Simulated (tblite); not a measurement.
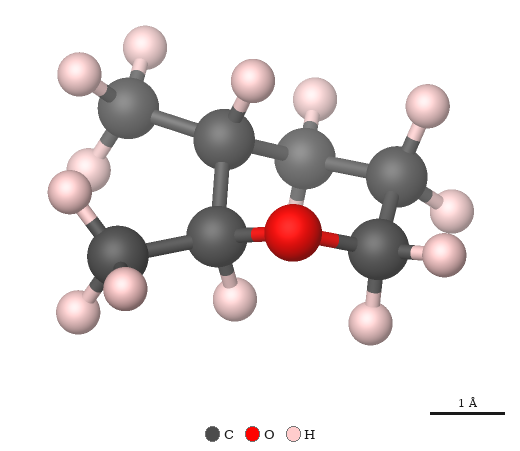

C₇H₁₄O, before the relaxation. A ball-and-stick model, seen from a free direction.

The calculation used tblite 0.8.0, GFN2-xTB geometry optimisation, gas phase.

```xyz
22

C     1.8885   -0.9616    0.2916
C     0.7597   -0.1254   -0.2535
C     0.7285    1.2804    0.3303
C    -0.3778    1.9802   -0.4829
C    -1.6393    1.1715   -0.5693
O    -1.4526   -0.1635   -0.9052
C    -0.6167   -0.6779    0.0837
C    -0.6540   -2.1579    0.2293
H     2.0581   -1.8504   -0.3645
H     1.7066   -1.3111    1.3314
H     2.8196   -0.3641    0.2049
H     0.8662    0.0092   -1.3475
H     1.6784    1.7986    0.2855
H     0.3553    1.2476    1.3724
H     0.0324    2.3106   -1.4420
H    -0.6234    2.9080    0.1009
H    -2.1100    1.1813    0.4398
H    -2.3802    1.6634   -1.2457
H    -0.9745   -0.2379    1.0581
H    -1.5728   -2.5562   -0.2290
H    -0.7020   -2.4382    1.3123
H     0.1995   -2.6870   -0.2015
```

Q: Where does the relaxation end?

A: Over 96 geometry steps the energy falls by 83.8 kJ/mol. The atom that moves furthest after the best rigid fit is H22 (1.20 Å). Largest moves by element: H 1.20 Å, C 0.45 Å, O 0.34 Å. Some distances before and after: C7–C8 1.488 → 1.524 Å, C1–H9 1.118 → 1.086 Å, C4–C5 1.501 → 1.528 Å, O6–C7 1.393 → 1.419 Å. Among the angles between lasting bonds that change: O6–C7–C8 114.9° → 106.4°, C5–O6–C7 105.3° → 112.8°, C2–C3–C4 103.4° → 110.1°. Groups turn about C7–C8 by about 30°, C2–C7 by about 30°. The run took 0.65 s on 1 thread of Arm Neoverse V1, on a shared host.

The structure at the end:

```xyz
22

C     1.8782   -0.8433    0.6956
C     0.7848   -0.1662   -0.1248
C     0.7444    1.3363    0.1760
C    -0.3845    1.9982   -0.6083
C    -1.6918    1.2672   -0.3083
O    -1.6019   -0.1028   -0.6083
C    -0.6060   -0.7674    0.1525
C    -0.7046   -2.2455   -0.2067
H     2.0037   -1.8824    0.4056
H     1.6373   -0.8057    1.7563
H     2.8263   -0.3322    0.5423
H     0.9971   -0.3020   -1.1911
H     1.7025    1.7931   -0.0807
H     0.5790    1.4826    1.2471
H    -0.1772    1.9303   -1.6779
H    -0.4809    3.0506   -0.3382
H    -1.9509    1.4011    0.7555
H    -2.5102    1.6518   -0.9214
H    -0.8352   -0.6359    1.2268
H    -1.7454   -2.5522   -0.1473
H    -0.1180   -2.8494    0.4781
H    -0.3574   -2.4065   -1.2237
```

The end point in the same view:

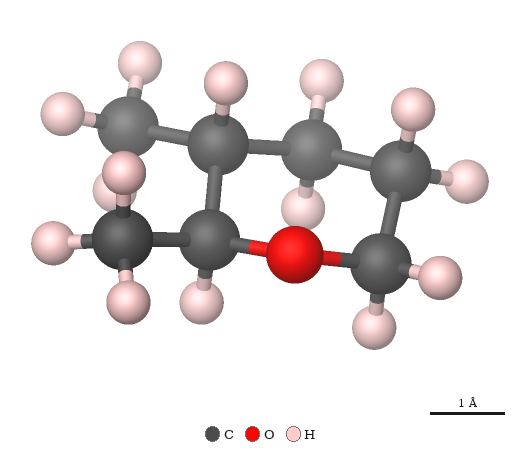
